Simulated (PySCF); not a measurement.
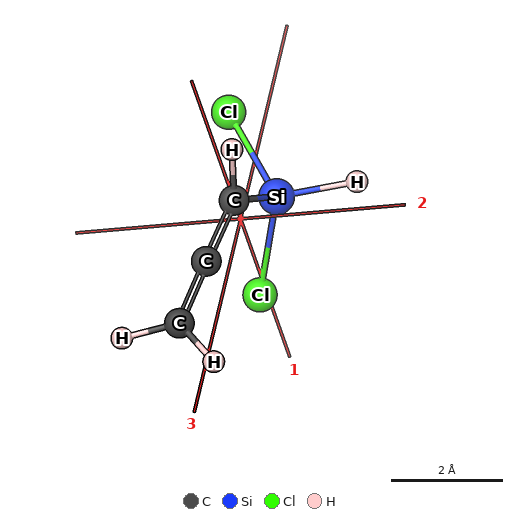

The three principal axes of inertia are drawn and numbered. Depth is shown by fading: the farther an atom, the more it takes the colour of the background. The geometry was computed by an optimisation with PBE0-D3(BJ)/def2-SVP. No frequency run is at hand to confirm it as a minimum. Masses are those of the most abundant isotopes; constants are for the rigid equilibrium geometry.

Which line is the a axis (least moment of inertia), which b and which c?

Answer. a is line 3, b is line 1, c is line 2; the moments are 195, 413, 552 u Å².

What kind of rotor is it, and what are its rotational constants in GHz?

Answer. An asymmetric top (C1): A = 2.59, B = 1.22, C = 0.915 GHz. Ray's parameter κ is −0.63, nearer the prolate limit.
